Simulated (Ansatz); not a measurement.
Consider C4H10SSi.

```xyz
16

C     2.5479   -0.1047   -0.2644
S     1.9351    0.8299    1.1499
Si   -0.1787    0.7029    1.0517
C    -0.8973    0.9165   -0.6742
C    -1.8257   -0.3050   -0.3750
C    -0.8420   -1.0039    0.6187
H     2.1952    0.3292   -1.2037
H     3.6411   -0.0738   -0.2652
H     2.2378   -1.1513   -0.2069
H    -0.9106    1.4091    2.1319
H    -0.1828    0.7375   -1.4827
H    -1.4226    1.8557   -0.8632
H    -2.0709   -0.9070   -1.2587
H    -2.7882   -0.0256    0.0811
H    -1.3245   -1.5523    1.4312
H    -0.1138   -1.6571    0.1294
```

Not at a stationary point (largest force 1.9 eV/Å).

Method: SCF hf, Gaussian basis in Ansatz 0.2.0.

What will maps of the electron density and electron localisation function show?

C–S (1.80 Å): ρ at the midpoint is about 1.3 e/Å³; the ELF peaks at about 0.95 between the atoms: localised, covalent bonding.
Si–S (2.12 Å): ρ is about 0.88 e/Å³ halfway; the ELF peaks at about 0.95 between the atoms: localised, covalent bonding.
C–H (1.09 Å): the density is about 2 e/Å³ at the midpoint; the ELF climbs to about 1 towards the hydrogen, as it does in any bond to H; an ordinary covalent bond to hydrogen.
Si–H (1.48 Å): ρ is about 0.78 e/Å³ halfway; the ELF climbs to about 1 towards the hydrogen.

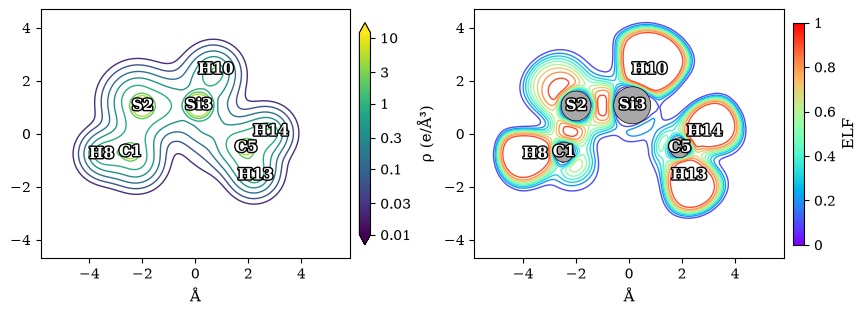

Computed electron density and electron localisation function on the plane of atoms S2, C1 and H8, in this order. Grey discs cover the atomic cores in the ELF map. 
